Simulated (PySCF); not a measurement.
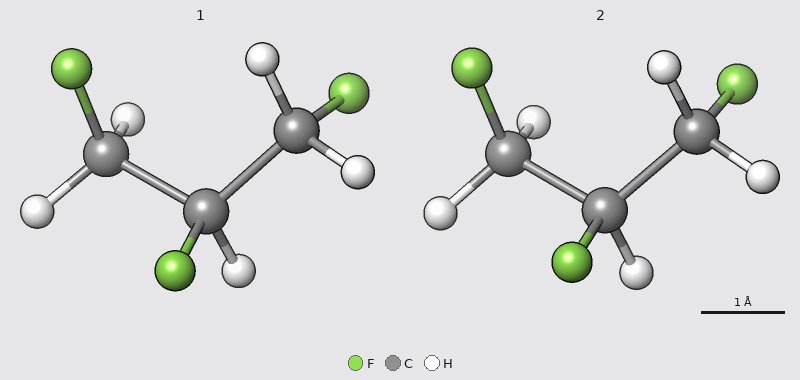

Two geometries of C$_{3}$H$_{5}$F$_{3}$, drawn at one scale. One is the start of a relaxation, the other its converged end. The picture is a ball-and-stick view, seen at a tilt.

Level of theory: PySCF, PBE0-D3(BJ)/def2-SVP geometry optimisation, gas phase. 

Q: Which one is relaxed?

A: Structure 2 is the relaxed one. The start comes from GFN2-xTB. An F atom moves most after the best rigid fit: 0.18 Å. Largest moves by element: F 0.18 Å, H 0.17 Å, C 0.04 Å. Some distances before and after: C–C 1.527 → 1.506 Å, C–H 1.094 → 1.103 Å. Among the angles between lasting bonds that change: F–C–H 106.6° → 108.7°. Over 7 geometry steps the energy falls by 0.055 eV. Largest force component: 0.56 eV/Å at the start, 0.023 eV/Å at the end. The run took roughly 25 core-seconds on a shared host.
